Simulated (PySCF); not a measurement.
## A study: C7H7ClO, SMILES `Cc1cc(Cl)ccc1O`

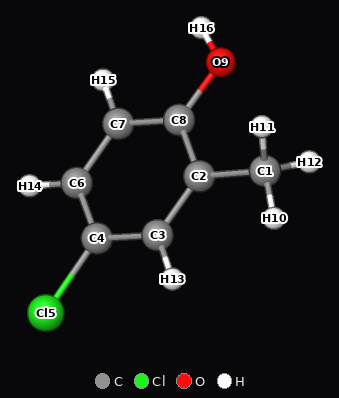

The molecule, with its atoms numbered as below. No frequency check shows the geometry to be a minimum.

Cartesian coordinates (Å):

```
C1       2.0446   -1.8804    0.0006
C2       1.0538   -0.7604   -0.0001
C3      -0.3107   -0.9895    0.0001
C4      -1.2040    0.0709    0.0003
Cl5     -2.9054   -0.2487   -0.0006
C6      -0.7532    1.3775    0.0013
C7       0.6101    1.6167    0.0009
C8       1.5131    0.5633   -0.0002
O9       2.8588    0.7692   -0.0016
H10      1.5432   -2.8437   -0.0003
H11      2.6854   -1.8087    0.8794
H12      2.6876   -1.8081   -0.8735
H13     -0.6831   -2.0023   -0.0002
H14     -1.4526    2.1980    0.0021
H15      0.9746    2.6353    0.0018
H16      3.0435    1.7160   -0.0024
```

## 1. Bonding charge

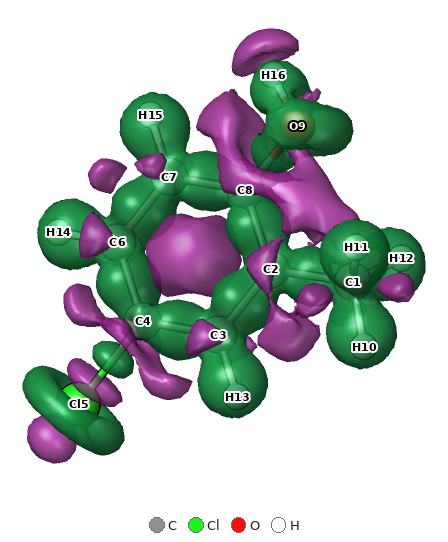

Deformation density (molecule less spherical, spin-averaged free atoms at the same positions), surfaces at ±0.07 e/Å³; green: gain, purple: loss.

PySCF calculation, B3LYP/6-311G**, gas phase; geometry: GFN2-xTB.

> How much density has each bond gained at its critical point, relative to the free atoms?

The five largest and four smallest: O9–H16: +0.83 e/Å³ at the bond critical point (bond length 0.96 Å, Mayer order 0.9). C6–H14: +0.73 e/Å³ at the bond critical point (bond length 1.08 Å, Mayer order 1.0). C3–H13: +0.73 e/Å³ at the bond critical point (bond length 1.08 Å, Mayer order 1.0). C7–H15: +0.70 e/Å³ at the bond critical point (bond length 1.08 Å, Mayer order 1.0). C1–H10: +0.69 e/Å³ at the bond critical point (bond length 1.09 Å, Mayer order 1.0). C6–C7: +0.61 e/Å³ at the bond critical point (bond length 1.38 Å, Mayer order 1.4). C1–C2: +0.48 e/Å³ at the bond critical point (bond length 1.50 Å, Mayer order 1.0). C4–Cl5: +0.22 e/Å³ at the bond critical point (bond length 1.73 Å, Mayer order 1.1). C8–O9: +0.13 e/Å³ at the bond critical point (bond length 1.36 Å, Mayer order 1.1). In all, 3.7 electrons gather in the regions of gain relative to the promolecule. A small or negative value marks a very polar bond, one between electron-rich atoms, whose free-atom densities already overlap strongly, a long bond to a heavier atom, or a closed-shell contact such as a hydrogen bond.

## 2. Local ionisation energy

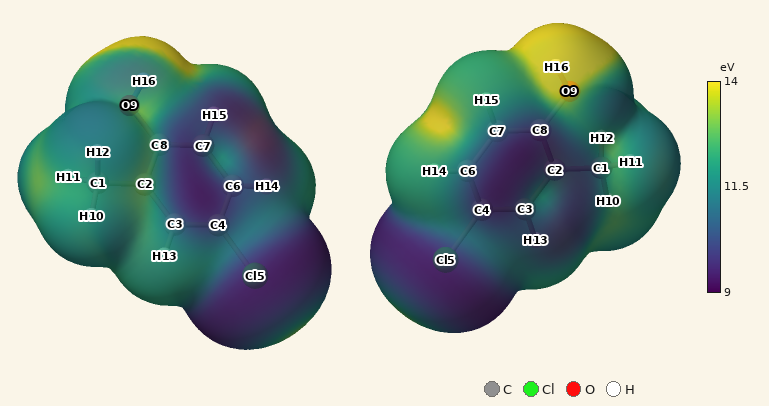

Average local ionisation energy on the surface of electron density 0.001 a.u. (back view left, front view right).

> Locate the minima of the map.

The lowest value is 9.2 eV, over C7, off the plane of its three bonds (2.1 Å). Further minima include 9.3 eV, 2.2 Å from Cl5, and at like points elsewhere. For comparison, the highest occupied orbital lies at −6.1 eV.

> What volume does the surface enclose, and what is the dipole moment?

About 171 Å³; the dipole moment is 2.6 D.

## 3. Removing or adding an electron

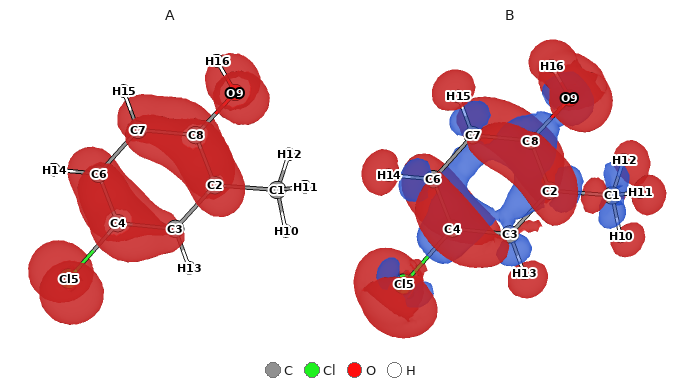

The Fukui function f⁻ from two separate SCF calculations and the density of the HOMO, at ±0.015 e/Å³ (red positive, blue negative).

Computed with PySCF, ωB97X/def2-SVP, geometry: GFN2-xTB.

> Which panel is which, and how good is the frozen-orbital picture?

B is f⁻ (it has negative regions), A the HOMO density. The HOMO lies on C4 and C8 (17 % each), Cl5 (16 %) and O9 (14 %); f⁻ (Hirshfeld-condensed) is largest on Cl5 (0.18), O9 (0.11) and C4 (0.10); the vertical ionisation energy is 8.29 eV (the stability of the cation's solution wasn't checked). Relaxation shifts 23 % of the electron between atoms. The orbital energy is −8.43 eV.

The PySCF runs shown took 74 s and 6.4 min on 1 thread of Intel(R) Xeon(R) Processor @ 2.50GHz (Skylake/Cascade Lake), with other jobs on the host.
